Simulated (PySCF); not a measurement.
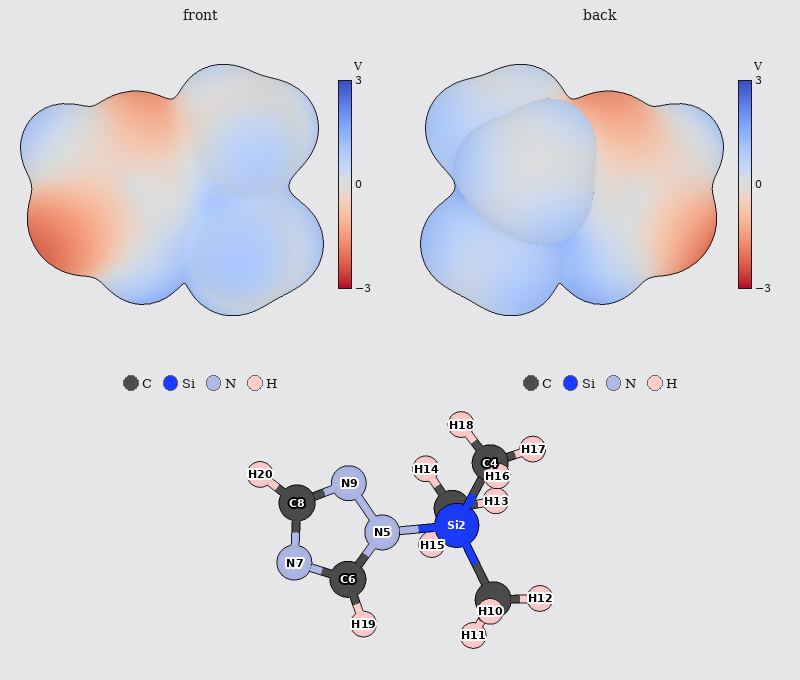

Figure 1: C₅H₁₁N₃Si (SMILES C[Si](C)(C)n1cncn1). The molecular electrostatic potential painted on the density surface at 0.002 e/bohr³, seen from the front and from behind; the colour scale runs from red (negative) to blue (positive). The bare structure is drawn below in the same view.

Geometry: GFN2-xTB.

The calculation used PBE0/pcSseg-1, SCF density, gas phase, non-relativistic in PySCF.

```xyz
20

C    -1.4799   -0.9800   -1.3145
Si   -0.6888    0.1857   -0.0357
C    -1.3691   -0.0871    1.7191
C    -0.7273    2.0023   -0.5842
N     1.0313   -0.2646    0.0278
C     1.7209   -1.3444   -0.3883
N     2.9872   -1.2469   -0.0789
C     3.0521   -0.0541    0.5528
N     1.9035    0.5632    0.6382
H    -0.9893   -0.9022   -2.2807
H    -1.4347   -2.0192   -1.0021
H    -2.5263   -0.7320   -1.4598
H    -2.4090    0.2147    1.7941
H    -0.8019    0.4904    2.4436
H    -1.3069   -1.1323    2.0110
H    -0.4496    2.1090   -1.6292
H    -1.7169    2.4304   -0.4603
H    -0.0299    2.5925    0.0025
H     1.2667   -2.1631   -0.9060
H     3.9629    0.3480    0.9476
```

Question: Which sites attract a positive test charge, and which a negative one?

Answer: A positive charge is drawn to the negative regions and a negative charge to the positive ones. The most negative region (about −2.0 V) lies over N7, the most positive (about +1.4 V) over Si2 and H19. N7 is the likeliest acceptor of a hydrogen bond.

Question: What dipole moment does the calculation give?

Answer: Its dipole moment is 3.64 D.
